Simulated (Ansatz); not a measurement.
Electronic density of states of amorphous Ga24O39La2, density 5.16 g/cm³, on a 2×2×2 Γ-centred mesh with a Gaussian width of 0.1 eV; energies count from the Fermi level, whose place inside the gap is arbitrary. Cell and mesh are small, so fine structure isn't converged. The numbers are results of PBE, scalar-relativistic without spin-orbit coupling (plane waves to 420 eV, PAW; Ansatz, a program for electronic structure), not measurements. Sampling: a 2×2×2 Γ-centred mesh; Fermi-Dirac width 0.02 eV; no spin polarisation. At PBE the levels at the filled edge of the gap are localised (band-tail or defect states).

A CHGNet melt-quench gave the starting glass, which DFT then relaxed. O atoms were pushed apart under 1.9 Å during the dynamics, to hinder bonds among them. The hot cell started wider than the set density and was brought back towards it in steps. It is the lowest in DFT energy of 2 quenches. It is a model cell: composition and starting density were chosen by hand, and all elements were melted together. No dispersion term was used. Its density started from a set value of 5.16 and ended at 5.16 g/cm³. Cooling (nominally 220 K/ps over its main leg) ran many orders faster than in experiment, which tends to leave more defects and strain. A cell of this size samples the disorder only roughly. The volume was held where the preparation left it and the shape relaxed, at a PBE pressure of 2.6 GPa. Stress components on the final sampling reach 2.8 GPa.

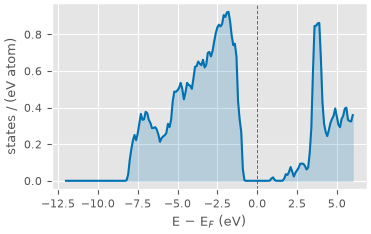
Density of states per atom

The level gap on this mesh is 1.96 eV; the broadening fills part of it in the curve.
